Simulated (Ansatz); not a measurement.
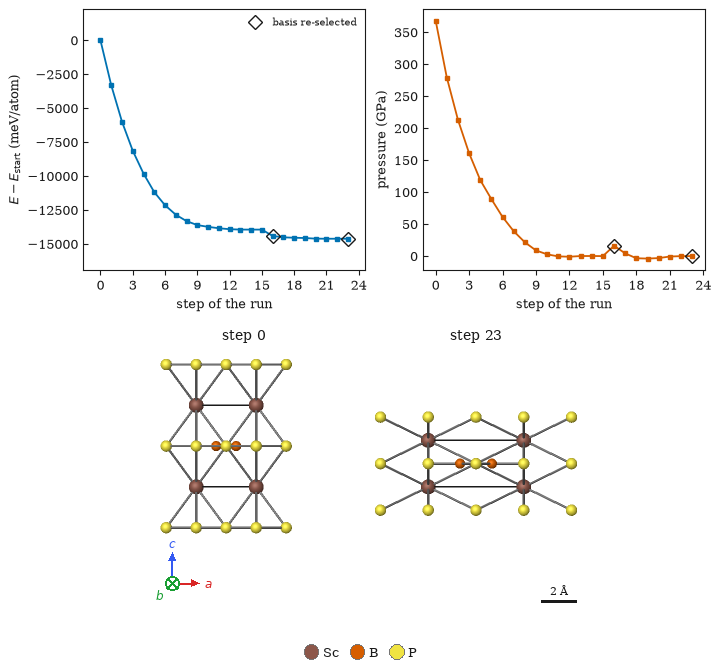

First and last geometry of a relaxation of crystalline ScB$_{2}$P$_{3}$ (a generated structure, set up in P6/mmm) (coarse preliminary run), with the history of the run. Style: ball-and-stick. Shown: the cell of the calculation, along the b axis.

Level of theory: Ansatz 0.2.0, DFT PBE, scalar-relativistic, plane waves, PAW. (plane-wave cutoff 420 eV; k-point mesh 6 × 6 × 4; occupations gaussian; smearing width 0.1 eV; no spin polarisation; cell and atoms relaxed; force threshold 0.04 eV/Å; at most 70 steps)

> Did the run converge, and what did it change?

It converged. The energy falls by 14605 meV per atom in 21 accepted moves (23 points after the start). All forces vanish by symmetry, so only the cell relaxes. Pressure: 368.44 GPa at the start and 0.26 GPa at the end. At 2 points the geometry stayed and the basis and grid were re-selected for the new cell (energy shift of 467 meV per atom at most each time). The atoms keep their places relative to the cell (all moves are under 0.005 Å). The volume changes by +44.7 %, with a = b 4.020 → 6.403 Å (+59.3 %), c 4.738 → 2.702 Å (−43.0 %). Some distances before and after: P–P 4.738 → 2.702 Å, Sc–Sc 4.738 → 2.702 Å, B–B 2.321 → 3.697 Å, P–P 2.010 → 3.202 Å. Bonds break: P–P (2.01 → 3.20 Å). The space group stays P6/mmm (No. 191).

```json
{"step": "0", "E − E(0), meV/atom": "0.00", "pressure, GPa": "368.44", "volume, Å³/atom": "11.051", "note": ""}
{"step": "1", "E − E(0), meV/atom": "-3300.93", "pressure, GPa": "279.49", "volume, Å³/atom": "12.164", "note": ""}
{"step": "2", "E − E(0), meV/atom": "-5988.13", "pressure, GPa": "213.35", "volume, Å³/atom": "13.328", "note": ""}
{"step": "3", "E − E(0), meV/atom": "-8123.99", "pressure, GPa": "161.07", "volume, Å³/atom": "14.501", "note": ""}
{"step": "4", "E − E(0), meV/atom": "-9805.71", "pressure, GPa": "119.09", "volume, Å³/atom": "15.690", "note": ""}
{"step": "5", "E − E(0), meV/atom": "-11173.47", "pressure, GPa": "89.29", "volume, Å³/atom": "16.256", "note": ""}
{"step": "6", "E − E(0), meV/atom": "-12136.80", "pressure, GPa": "61.45", "volume, Å³/atom": "17.365", "note": ""}
{"step": "7", "E − E(0), meV/atom": "-12835.49", "pressure, GPa": "39.15", "volume, Å³/atom": "18.424", "note": ""}
{"step": "8", "E − E(0), meV/atom": "-13305.88", "pressure, GPa": "21.83", "volume, Å³/atom": "19.227", "note": ""}
{"step": "9", "E − E(0), meV/atom": "-13597.96", "pressure, GPa": "9.09", "volume, Å³/atom": "19.357", "note": ""}
{"step": "10", "E − E(0), meV/atom": "-13728.05", "pressure, GPa": "2.98", "volume, Å³/atom": "18.882", "note": ""}
{"step": "11", "E − E(0), meV/atom": "-13831.11", "pressure, GPa": "-0.22", "volume, Å³/atom": "18.059", "note": ""}
{"step": "12", "E − E(0), meV/atom": "-13901.19", "pressure, GPa": "-0.74", "volume, Å³/atom": "17.052", "note": ""}
{"step": "13", "E − E(0), meV/atom": "-13929.71", "pressure, GPa": "0.33", "volume, Å³/atom": "15.983", "note": ""}
{"step": "14", "E − E(0), meV/atom": "-13931.09", "pressure, GPa": "0.40", "volume, Å³/atom": "15.754", "note": ""}
{"step": "15", "E − E(0), meV/atom": "-13931.11", "pressure, GPa": "0.23", "volume, Å³/atom": "15.812", "note": ""}
{"step": "16", "E − E(0), meV/atom": "-14398.01", "pressure, GPa": "16.46", "volume, Å³/atom": "15.812", "note": "same geometry, new basis"}
{"step": "17", "E − E(0), meV/atom": "-14500.80", "pressure, GPa": "4.48", "volume, Å³/atom": "17.220", "note": ""}
{"step": "18", "E − E(0), meV/atom": "-14530.56", "pressure, GPa": "-3.15", "volume, Å³/atom": "17.755", "note": ""}
{"step": "19", "E − E(0), meV/atom": "-14550.87", "pressure, GPa": "-3.63", "volume, Å³/atom": "17.462", "note": ""}
{"step": "20", "E − E(0), meV/atom": "-14597.17", "pressure, GPa": "-2.89", "volume, Å³/atom": "16.413", "note": ""}
{"step": "21", "E − E(0), meV/atom": "-14603.19", "pressure, GPa": "-0.43", "volume, Å³/atom": "16.119", "note": ""}
{"step": "22", "E − E(0), meV/atom": "-14603.36", "pressure, GPa": "0.16", "volume, Å³/atom": "15.991", "note": ""}
{"step": "23", "E − E(0), meV/atom": "-14604.65", "pressure, GPa": "0.26", "volume, Å³/atom": "15.991", "note": "same geometry, new basis"}
```
